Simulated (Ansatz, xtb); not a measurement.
Breaking the N4–H5 bond in AlH4N (SMILES [NH2][AlH2]) (multiplicity 1 held, fragments rigid). Energies count from the point at 1.008 Å.
Geometry at that point (charge 0, multiplicity 1):
```xyz
6

Al     0.0120    -0.2825    -0.5859
H     -1.2529    -0.1126    -1.5124
H      1.3042    -1.0927    -0.9873
N     -0.0207     0.4863     1.0085
H     -0.7895     1.0276     1.3727
H      0.7268     0.4464     1.6841
```

Restricted levels (R-, RO-) in cc, def2 and unpolarised 6-31G sets keep to the state of the molecule at rest. Unrestricted levels (U-) break spin symmetry where that is lower. Curves can end on different states.

Correlated levels freeze the cores.

The values were computed with Ansatz (Gaussian basis) for Hartree–Fock, density functionals and correlated methods; xtb for the GFN methods.  The GFN methods have no spin term and hold the electronic entropy of 300 K.

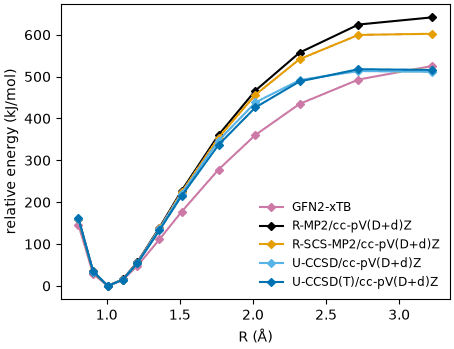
Figure: Relative energy along the coordinate

Question: Read off the GFN2-xTB curve at R = 1.765.

Answer: about 280 kJ/mol

Doubts at one or more of the structures used: a restricted determinant that unrestricted orbitals would lower (R-MP2/cc-pV(D+d)Z, R-SCS-MP2/cc-pV(D+d)Z); a spin-contaminated determinant (U-CCSD/cc-pV(D+d)Z, U-CCSD(T)/cc-pV(D+d)Z); T1 above 0.05 (U-CCSD/cc-pV(D+d)Z, U-CCSD(T)/cc-pV(D+d)Z).

Ansatz is a quantum-chemistry and plane-wave program.
